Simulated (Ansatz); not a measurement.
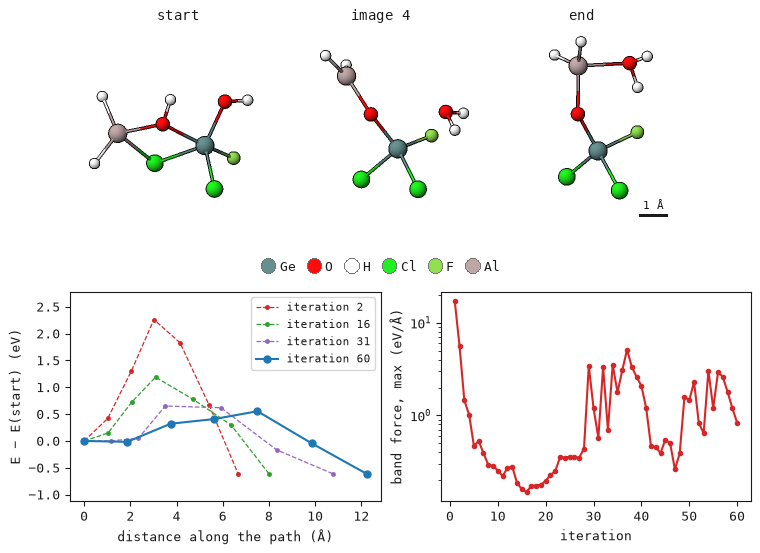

NEB run on AlGeH$_{4}$O$_{2}$Cl$_{2}$F. Images are numbered from 0 (start) to 6 (end). The plot follows the band through its iterations. A ball-and-stick model, seen face on.

All numbers below come from RKS PBE/def2-SVP (Ansatz). Run with 5 movable images; climbing image; force threshold 0.05 eV/Å; iteration limit 60; starting path through a guess of the saddle point.

**How did the profile develop, and is the result final?**

The result isn't final. The band hadn't converged when the run stopped after 60 iterations. The largest component of the band force went from 17 to 0.84 eV/Å. The barrier read from it is provisional, though the highest image hardly moved in the last two iterations. The first iteration put the highest image at 4.89 eV. The highest point, image 4, lies 0.55 eV above the start and 1.16 eV above the end; the end is at −0.61 eV relative to the start.

The run took 9.6 min on 4 threads of Arm Neoverse V2, on a shared host, peak memory 0.24 GiB.
